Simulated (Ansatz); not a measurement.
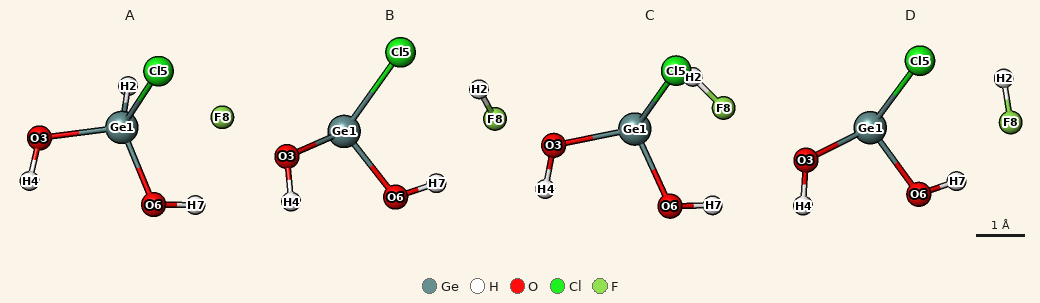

4 geometries from one relaxation of GeH₃O₂ClF (multiplicity 2), in shuffled order. Style: ball-and-stick. Shown from a free direction.

The run prepares an end point of a later path (reaction) calculation, from a guessed geometry.

Level of theory: UKS PBE0/def2-SVP in Ansatz 0.2.0. (collinear spin; force threshold 0.03 eV/Å; at most 50 steps)

Put them in the order of the run, from the start to the converged end.

A, C, D, B. They are steps 0, 12, 25, 35, at +52.1 kcal/mol, +8.62 kcal/mol, +5.07 kcal/mol relative to the last. The atom that moves furthest after the best rigid fit is H2 (2.04 Å). By element the largest moves are H 2.04 Å, Cl 1.14 Å, Ge 0.85 Å, O 0.82 Å, F 0.43 Å. Near-neighbour distances that change, for instance: Ge1–H2 1.556 → 2.982 Å, H2–F8 2.098 → 0.937 Å, Ge1–F8 2.614 → 3.302 Å, Ge1–Cl5 2.147 → 2.238 Å. New bonds form, among them: H2–F8 (2.10 → 0.94 Å). Bonds break, among them: Ge1–H2 (1.56 → 2.98 Å). Among the angles between lasting bonds that change: Cl5–Ge1–O6 111.9° → 107.8°. Groups turn about Ge1–O6 by about 40°. After 31 accepted moves (35 points after the start) the energy has fallen by 52.1 kcal/mol. The largest force component goes from 0.52 to 0.03 eV/Å. The line search rejected the trial steps at points 5, 10, 16, 21 of the run. Cost: 92 s on 4 threads of AMD EPYC 7B13 (Zen 3) (shared host), peak memory 0.43 GiB.
